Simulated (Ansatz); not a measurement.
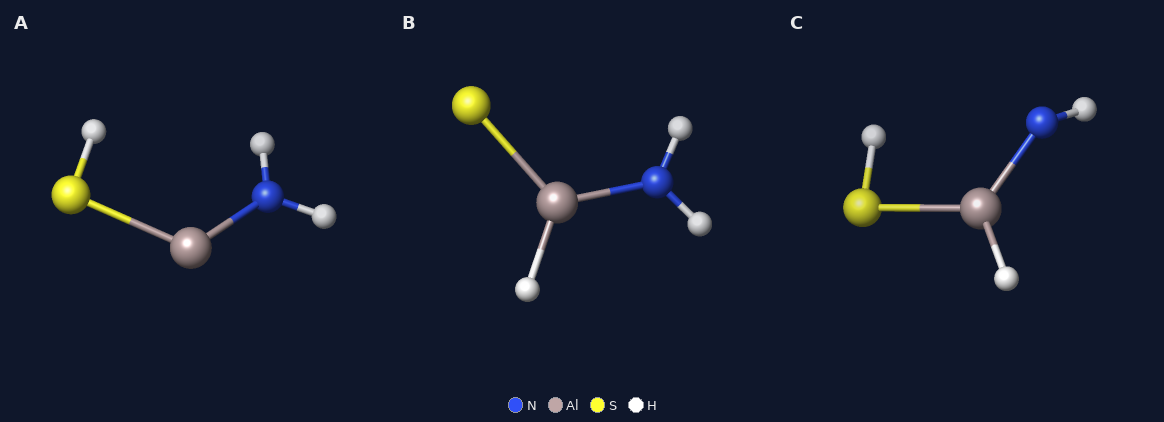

3 stationary structures of one formula. State: neutral, doublet. Geometries: PBE0-D4/def2-TZVP. Electronic energies: UHF-CCSD(T) (frozen core)/def2-TZVPP (Ansatz 0.2.0), without zero-point energy. No frequency run is at hand to confirm each as a minimum.

> Which is lowest in energy, and by how much?

A is lowest (Cs); B lies 0.181 eV above it (Cs), C lies 1.381 eV above it (C1).
